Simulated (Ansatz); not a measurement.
The dipole moment down a group: Si to Sn

One atom is swapped for its congeners: C2H6S2Si `CS[Si]SC`; C2H6GeS2 `C[S][Ge][S]C`; C2H6S2Sn `C[S][Sn][S]C`. All are singlets with charge 0.

Shapes, held fixed at every level: PBE0-D4/def2-TZVP. Flexible molecules stand in one conformer, not always the lowest. Programs: Ansatz 0.2.0. Values in D.

| level | C2H6S2Si | C2H6GeS2 | C2H6S2Sn |
| --- | --- | --- | --- |
| PBE-D4/def2-TZVPP | 3.14 | 1.66 | 1.09 |
| r2SCAN-D4/def2-TZVPP | 3.33 | 1.78 | 1.20 |
| B3LYP-D4/def2-TZVPP | 2.99 | 1.65 | 0.88 |
| wB97M-V/def2-TZVPP | 2.86 | 1.66 | 0.77 |

At wB97M-V/def2-TZVPP the dipole moment falls at every step, from 2.86 to 0.77 D. Every level shows the same order. For atoms past krypton def2 sets carry core potentials with scalar relativity. Relativity is left out for Ge unless named. Magnitudes only: a dipole under 1 D may point either way.

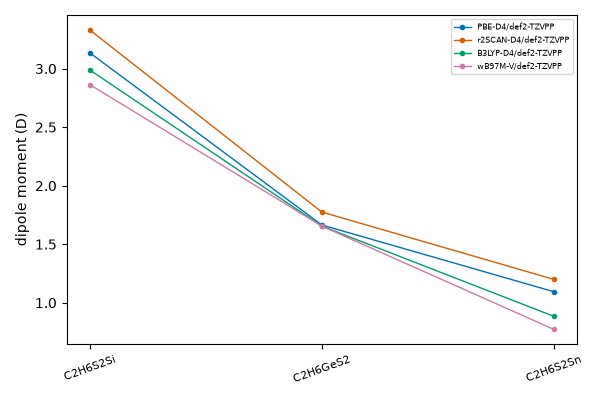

The trend along the series, level by level.
